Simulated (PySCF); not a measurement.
# NEVPT2(4,4)/STO-3G run of BSiH3 (SMILES B[SiH])

What is the energy change on altering one bond length of BSiH3 at NEVPT2(4,4)/STO-3G? Input form: a Python script.

Program for the calculation: PySCF 2.14.0.

13 further runs of the same task are left out: 1 that didn't finish, 12 set aside as unsound or not needed.

## (1) The system as given

BSiH3: 5 atoms, total charge 0, spin state triplet. As SMILES, `B[SiH]`. The shape is that of a GFN2-xTB optimisation.

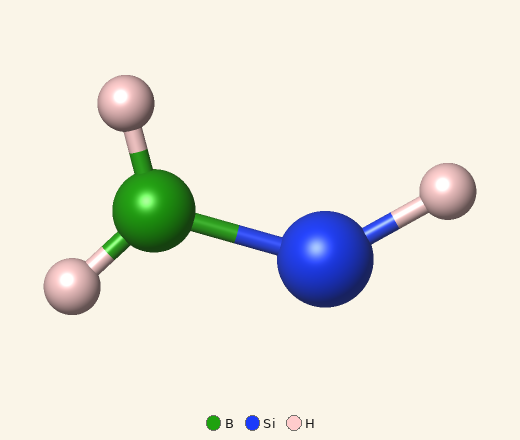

Viewed from a chosen angle; boron green, silicon blue, hydrogen pink.

## (2) A single-point energy at NEVPT2(4,4)/STO-3G

The input, input.py:

```python
import numpy
from pyscf import gto, scf, mp, mcscf, mrpt

mol = gto.M(
    atom=[
    ('B', (-0.206730, -0.708170, 0.126670)),
    ('Si', (0.760780, 0.829450, -0.350440)),
    ('H', (-1.303690, -0.620750, 0.549520)),
    ('H', (0.263590, -1.779740, 0.010050)),
    ('H', (0.486040, 2.279200, -0.335800)),
],
    basis='sto-3g',
    charge=0,
    verbose=4,
    max_memory=1860,
    spin=2,
)

hf = mol.ROHF()
hf.conv_tol = 1e-10
hf.kernel()
if not hf.converged:
    hf = hf.newton().run(hf.mo_coeff, hf.mo_occ)

pt = mp.MP2(scf.addons.convert_to_uhf(hf)).run()
noons, natorbs = mcscf.addons.make_natural_orbitals(pt)
print('natural occupations', numpy.round(noons[:40], 4))
cas = mcscf.CASSCF(hf, 4, 4)
cas.fix_spin_(ss=2.0)
cas.natorb = True
cas.kernel(natorbs)
e_pt2 = mrpt.NEVPT(cas).kernel()
etot = cas.e_tot + e_pt2
print('E(%s) = %.9f' % ('NEVPT2', etot))
```

The run is started by

```
$ OMP_NUM_THREADS=1 python input.py
```

Output:

```text
PySCF version 2.14.0

[INPUT] num. atoms = 5
[INPUT] num. electrons = 22
[INPUT] charge = 0
[INPUT] spin (= nelec alpha-beta = 2S) = 2
[INPUT] symmetry False subgroup None
[INPUT] Mole.unit = angstrom
[INPUT] Symbol           X                Y                Z      unit          X                Y                Z       unit  Magmom
[INPUT]  1 B     -0.206730000000  -0.708170000000   0.126670000000 AA   -0.390663081731  -1.338247349633   0.239371608199 Bohr   0.0
[INPUT]  2 Si     0.760780000000   0.829450000000  -0.350440000000 AA    1.437665841047   1.567433334020  -0.662235623093 Bohr   0.0
[INPUT]  3 H     -1.303690000000  -0.620750000000   0.549520000000 AA   -2.463617051334  -1.173047491824   1.038442299971 Bohr   0.0
[INPUT]  4 H      0.263590000000  -1.779740000000   0.010050000000 AA    0.498112909174  -3.363221172933   0.018991747552 Bohr   0.0
[INPUT]  5 H      0.486040000000   2.279200000000  -0.335800000000 AA    0.918482485584   4.307063783109  -0.634570032629 Bohr   0.0

nuclear repulsion = 36.1605377382727
number of shells = 11
number of NR pGTOs = 51
number of NR cGTOs = 17
basis = sto-3g
ecp = {}

******** <class 'pyscf.scf.rohf.ROHF'> ********
method = ROHF
initial guess = minao
damping factor = 0
level_shift factor = 0
DIIS = <class 'pyscf.scf.diis.CDIIS'>
diis_start_cycle = 1
diis_space = 8
diis_damp = 0
SCF conv_tol = 1e-10
SCF conv_tol_grad = None
SCF max_cycles = 50
direct_scf = True
direct_scf_tol = 1e-13
num. doubly occ = 10  num. singly occ = 2
Set gradient conv threshold to 1e-05
init E= -311.273819454202
  HOMO = -0.0280457781080529  LUMO = 0.195320524480652  gap/eV = 6.07811
cycle= 1 E= -311.561484663293  delta_E= -0.288  |g|= 0.163  |ddm|= 1.88
  HOMO = 0.00246734619189348  LUMO = 0.325217745472305  gap/eV = 8.78249
cycle= 2 E= -311.587221876962  delta_E= -0.0257  |g|= 0.0536  |ddm|= 0.347
  HOMO = 0.00478354571385098  LUMO = 0.324540088926675  gap/eV = 8.70102
cycle= 3 E= -311.591933009498  delta_E= -0.00471  |g|= 0.0178  |ddm|= 0.161
  HOMO = 0.0108193088680421  LUMO = 0.32918440564928  gap/eV = 8.66316
cycle= 4 E= -311.593043023366  delta_E= -0.00111  |g|= 0.0138  |ddm|= 0.0846
  HOMO = 0.0145856544138584  LUMO = 0.325706235149547  gap/eV = 8.46602
cycle= 5 E= -311.59348404648  delta_E= -0.000441  |g|= 0.00398  |ddm|= 0.069
  HOMO = 0.0159941899063262  LUMO = 0.324354547026051  gap/eV = 8.39091
cycle= 6 E= -311.593524242008  delta_E= -4.02e-05  |g|= 0.000393  |ddm|= 0.0284
  HOMO = 0.0163088495365251  LUMO = 0.324163764569402  gap/eV = 8.37716
cycle= 7 E= -311.593524457137  delta_E= -2.15e-07  |g|= 6.86e-05  |ddm|= 0.00151
  HOMO = 0.0162181823375738  LUMO = 0.324247509359468  gap/eV = 8.38190
cycle= 8 E= -311.593524460873  delta_E= -3.74e-09  |g|= 1.05e-05  |ddm|= 0.000156
  HOMO = 0.0162190126369439  LUMO = 0.324245512969251  gap/eV = 8.38183
cycle= 9 E= -311.593524460982  delta_E= -1.09e-10  |g|= 2.41e-06  |ddm|= 2.86e-05
  HOMO = 0.01622021933408  LUMO = 0.324244530844396  gap/eV = 8.38177
cycle= 10 E= -311.593524460988  delta_E= -6.03e-12  |g|= 3.59e-07  |ddm|= 9.42e-06
  HOMO = 0.016219670676308  LUMO = 0.324244923234155  gap/eV = 8.38179
Extra cycle  E= -311.593524460988  delta_E= -1.71e-13  |g|= 2.87e-07  |ddm|= 1.4e-06
converged SCF energy = -311.593524460988

******** <class 'pyscf.mp.ump2.UMP2'> ********
nocc = (np.int64(12), np.int64(10)), nmo = (17, 17)
E(UMP2) = -311.654415114764  E_corr = -0.0608906537762615
E(SCS-UMP2) = -311.660369000158  E_corr = -0.0668445391703561
E_corr(same-spin) = -0.00718182157056658
E_corr(oppo-spin) = -0.0537088322056949
natural occupations [2.     2.     1.9999 1.9998 1.9998 1.9998 1.9909 1.9894 1.989  1.9833
 0.9999 0.994  0.016  0.01   0.0099 0.0095 0.0086]

******** <class 'pyscf.mcscf.mc1step.CASSCF'> ********
CAS (3e+1e, 4o), ncore = 9, nvir = 4
max_cycle_macro = 50
max_cycle_micro = 4
conv_tol = 1e-07
conv_tol_grad = None
orbital rotation max_stepsize = 0.02
orbital rotation threshold for CI restart = 0.01
augmented hessian ah_max_cycle = 30
augmented hessian ah_conv_tol = 1e-12
augmented hessian ah_linear dependence = 1e-14
augmented hessian ah_level shift = 1e-08
augmented hessian ah_start_tol = 2.5
augmented hessian ah_start_cycle = 3
augmented hessian ah_grad_trust_region = 3
kf_trust_region = 3
kf_interval = 4
ci_response_space = 4
ci_grad_trust_region = 3
with_dep4 0
natorb = True
canonicalization = True
sorting_mo_energy = False
ao2mo_level = 2
internal_rotation = False
******** <class 'pyscf.fci.addons.SpinPenaltyFCISolver'> ********
max. cycles = 50
conv_tol = 1e-08
davidson only = True
linear dependence = 1e-12
level shift = 0.001
max iter space = 12
nroots = 1
pspace_size = 400
spin = None
CASCI E = -311.599585284421  S^2 = 2.0000000
Set conv_tol_grad to 0.000316228
macro iter   1 ( 21 JK    4 micro), CASSCF E = -311.600345115320  dE = -7.59830898e-04  S^2 = 2.0000000
               |grad[o]|=0.0158  |grad[c]|=0.0113  |ddm|=0.0242  |maxRot[o]|=0.112
macro iter   2 ( 21 JK    4 micro), CASSCF E = -311.602459334557  dE = -2.11421924e-03  S^2 = 2.0000000
               |grad[o]|=0.00859  |grad[c]|=0.00768  |ddm|=0.0113  |maxRot[o]|=0.175
macro iter   3 ( 21 JK    4 micro), CASSCF E = -311.602634208333  dE = -1.74873775e-04  S^2 = 2.0000000
               |grad[o]|=0.00631  |grad[c]|=0.00525  |ddm|=0.00824  |maxRot[o]|=0.0772
macro iter   4 ( 21 JK    4 micro), CASSCF E = -311.602643211666  dE = -9.00333328e-06  S^2 = 2.0000000
               |grad[o]|=0.00404  |grad[c]|=0.00459  |ddm|=0.00345  |maxRot[o]|=0.0148
macro iter   5 ( 21 JK    4 micro), CASSCF E = -311.602644509762  dE = -1.29809638e-06  S^2 = 2.0000000
               |grad[o]|=0.00426  |grad[c]|=0.00454  |ddm|=0.00252  |maxRot[o]|=0.00976
macro iter   6 ( 21 JK    4 micro), CASSCF E = -311.602643894760  dE =  6.15002591e-07  S^2 = 2.0000000
               |grad[o]|=0.00432  |grad[c]|=0.00452  |ddm|=0.00247  |maxRot[o]|=0.00689
macro iter   7 ( 21 JK    4 micro), CASSCF E = -311.603061619636  dE = -4.17724876e-04  S^2 = 2.0000000
               |grad[o]|=0.00433  |grad[c]|=0.00284  |ddm|=0.00216  |maxRot[o]|=0.048
macro iter   8 ( 10 JK    3 micro), CASSCF E = -311.603430479938  dE = -3.68860302e-04  S^2 = 2.0000000
               |grad[o]|=0.00333  |grad[c]|=0.00224  |ddm|=0.00134  |maxRot[o]|=0.0602
macro iter   9 ( 21 JK    4 micro), CASSCF E = -311.603430038687  dE =  4.41250847e-07  S^2 = 2.0000000
               |grad[o]|=0.00201  |grad[c]|=0.00319  |ddm|=0.00107  |maxRot[o]|=0.0068
macro iter  10 ( 18 JK    4 micro), CASSCF E = -311.603551509776  dE = -1.21471089e-04  S^2 = 2.0000000
               |grad[o]|=0.00224  |grad[c]|=0.00144  |ddm|=0.000782  |maxRot[o]|=0.0311
macro iter  11 ( 15 JK    4 micro), CASSCF E = -311.603601909865  dE = -5.04000887e-05  S^2 = 2.0000000
               |grad[o]|=0.00145  |grad[c]|=0.00131  |ddm|=0.000631  |maxRot[o]|=0.0199
macro iter  12 (  8 JK    3 micro), CASSCF E = -311.603641466998  dE = -3.95571337e-05  S^2 = 2.0000000
               |grad[o]|=0.00104  |grad[c]|=0.000699  |ddm|=0.000484  |maxRot[o]|=0.0287
macro iter  13 (  3 JK    1 micro), CASSCF E = -311.603645876374  dE = -4.40937555e-06  S^2 = 2.0000000
               |grad[o]|=0.000325  |grad[c]|=0.000543  |ddm|=0.000227  |maxRot[o]|=0.0124
macro iter  14 (  3 JK    1 micro), CASSCF E = -311.603645917768  dE = -4.13941166e-08  S^2 = 2.0000000
               |grad[o]|=4.63e-05  |grad[c]|=6.09e-05  |ddm|=2.56e-05  |maxRot[o]|=0.000956
1-step CASSCF converged in  14 macro (225 JK  48 micro) steps
CASSCF canonicalization
Natural occ [1.98508079 1.00000007 0.99951196 0.01540718]
Natural orbital (expansion on meta-Lowdin AOs) in CAS space
               #1        #2        #3        #4
0 B 1s          -0.00668   0.00005   0.00331  -0.00980
0 B 2s           0.34917  -0.00160  -0.11848   0.40673
0 B 2px          0.28717   0.15888  -0.09919   0.29645
0 B 2py          0.48375   0.02363  -0.15513   0.44512
0 B 2pz         -0.14294   0.41074   0.04139  -0.14216
1 Si 1s          0.00024   0.00001   0.00055  -0.00095
1 Si 2s          0.00137   0.00002   0.00129   0.00651
1 Si 3s          0.51546   0.00684   0.46472  -0.41944
1 Si 2px         0.00952  -0.00504  -0.01121  -0.01451
1 Si 2py         0.01461  -0.00078   0.00151  -0.01213
1 Si 2pz        -0.00468  -0.01236   0.00451   0.00649
1 Si 3px        -0.18198   0.33813   0.75829   0.45826
1 Si 3py        -0.45215   0.05188  -0.11384   0.26848
1 Si 3pz         0.10037   0.82960  -0.30405  -0.19788
2 H 1s          -0.04069   0.00159   0.10296   0.01772
3 H 1s          -0.06742  -0.00063  -0.04477  -0.05013
4 H 1s          -0.14585  -0.00297  -0.20299   0.16679
<CAS-nat-orb|mo-hf>  10     7        0.51759599
<CAS-nat-orb|mo-hf>  10     10      -0.81974549
<CAS-nat-orb|mo-hf>  11     12       0.99976846
<CAS-nat-orb|mo-hf>  12     11       0.99986245
<CAS-nat-orb|mo-hf>  13     14      -0.73005137
<CAS-nat-orb|mo-hf>  13     15       0.58593439
CASSCF energy = -311.603645917768
CASCI E = -311.603645917768  E(CI) = -3.65683492422329  S^2 = 2.0000000

******** <class 'pyscf.mrpt.nevpt2.NEVPT'> ********
NEVPT2 (3e+1e, 4o), ncore = 9, nvir = 4
root = 0
Natural occ [1.98508079 1.00000007 0.99951196 0.01540718]
Natural orbital (expansion on meta-Lowdin AOs) in CAS space
               #1        #2        #3        #4
0 B 1s          -0.00668   0.00005   0.00331  -0.00980
0 B 2s           0.34917  -0.00160  -0.11848   0.40673
0 B 2px          0.28717   0.15888  -0.09919   0.29645
0 B 2py          0.48375   0.02363  -0.15513   0.44512
0 B 2pz         -0.14294   0.41074   0.04139  -0.14216
1 Si 1s          0.00024   0.00001   0.00055  -0.00095
1 Si 2s          0.00137   0.00002   0.00129   0.00651
1 Si 3s          0.51546   0.00684   0.46472  -0.41944
1 Si 2px         0.00952  -0.00504  -0.01121  -0.01451
1 Si 2py         0.01461  -0.00078   0.00151  -0.01213
1 Si 2pz        -0.00468  -0.01236   0.00451   0.00649
1 Si 3px        -0.18198   0.33813   0.75829   0.45826
1 Si 3py        -0.45215   0.05188  -0.11384   0.26848
1 Si 3pz         0.10037   0.82960  -0.30405  -0.19788
2 H 1s          -0.04069   0.00159   0.10296   0.01772
3 H 1s          -0.06742  -0.00063  -0.04477  -0.05013
4 H 1s          -0.14585  -0.00297  -0.20299   0.16679
<CAS-nat-orb|mo-hf>  10     7        0.51759599
<CAS-nat-orb|mo-hf>  10     10      -0.81974549
<CAS-nat-orb|mo-hf>  11     12       0.99976846
<CAS-nat-orb|mo-hf>  12     11       0.99986245
<CAS-nat-orb|mo-hf>  13     14      -0.73005137
<CAS-nat-orb|mo-hf>  13     15       0.58593439
Sr    (-1)',   E = -0.00844108724121
Si    (+1)',   E = -0.00082409282002
Sijrs (0)  ,   E = -0.02637591252132
Sijr  (+1) ,   E = -0.00447356806154
Srsi  (-1) ,   E = -0.00424131685212
Srs   (-2) ,   E = -0.00132062590258
Sij   (+2) ,   E = -0.00105801872324
Sir   (0)' ,   E = -0.00676394988802
Nevpt2 Energy = -0.053498572010047
E(NEVPT2) = -311.657144490
```

Run time: 1 s. Hardware: 1 thread of Arm Neoverse V2, shared host; peak memory 0.12 GiB.

## (3) The distorted shape, same level

The input, geometry.xyz:

```xyz
5
BH3Si
B      0.670848    -0.778107    -0.211614
Si     1.638358     0.759513    -0.688724
H     -1.303690    -0.620750     0.549520
H      1.141168    -1.849677    -0.328234
H      1.363618     2.209263    -0.674084
```

The input, calc.py:

```python
import numpy
from pyscf import gto, scf, mp, mcscf, mrpt

system = gto.M(
    atom='geometry.xyz',
    charge=0,
    basis='sto-3g',
    max_memory=1860,
    verbose=3,
    spin=2,
)

mf = system.ROHF()
mf.conv_tol = 1e-10
mf.kernel()
if not mf.converged:
    mf = mf.newton().run(mf.mo_coeff, mf.mo_occ)

pt = mp.MP2(scf.addons.convert_to_uhf(mf)).run()
noons, natorbs = mcscf.addons.make_natural_orbitals(pt)
print('natural occupations', numpy.round(noons[:40], 4))
cas = mcscf.CASSCF(mf, 4, 4)
cas.fix_spin_(ss=2.0)
cas.natorb = True
cas.kernel(natorbs)
e_pt2 = mrpt.NEVPT(cas).kernel()
etot = cas.e_tot + e_pt2
print('E(%s) = %.9f' % ('NEVPT2', etot))
```

The run is started by

```
$ OMP_NUM_THREADS=1 python calc.py
```

Output:

```text
converged SCF energy = -311.387899414007
E(UMP2) = -311.482862608327  E_corr = -0.0949631943204668
E(SCS-UMP2) = -311.492884729406  E_corr = -0.104985315399469
natural occupations [2.     2.     1.9999 1.9998 1.9998 1.9998 1.9903 1.9881 1.9809 1.9253
 1.001  0.9914 0.0734 0.0172 0.0131 0.0107 0.0092]
CASSCF energy = -311.463975521205
CASCI E = -311.463975521205  E(CI) = -2.74055747116120  S^2 = 2.0000000
Sr    (-1)',   E = -0.00296784737844
Si    (+1)',   E = -0.00071714035564
Sijrs (0)  ,   E = -0.02619309665122
Sijr  (+1) ,   E = -0.00497444259307
Srsi  (-1) ,   E = -0.01001461540177
Srs   (-2) ,   E = -0.00101750205954
Sij   (+2) ,   E = -0.00038931145677
Sir   (0)' ,   E = -0.00761422723210
Nevpt2 Energy = -0.053888183128566
E(NEVPT2) = -311.517863704
```

It took 0.64 s on 1 thread of Arm Neoverse V2, shared host; peak memory 0.12 GiB.

## (4) Results

Level: NEVPT2(4,4)/STO-3G.

```
                                                         quantity          value
                                        first shape: total energy  -311.65714 Eh
                first shape: dipole moment (Hartree–Fock density)         1.20 D
                                    distorted shape: total energy  -311.51786 Eh
            distorted shape: dipole moment (Hartree–Fock density)         2.53 D
energy change with the B1–H3 bond stretched from 1.179 to 2.122 Å       3.790 eV
```

In words: With the B1–H3 bond stretched from 1.179 to 2.122 Å the energy rises by 3.79 eV (366 kJ/mol). The first shape isn't relaxed at this level, so the change isn't measured from a minimum. The minimal basis adds a large error of its own. Mulliken charges (distorted shape) of the mean-field density run from -0.18 on H3 to +0.34 on Si2.
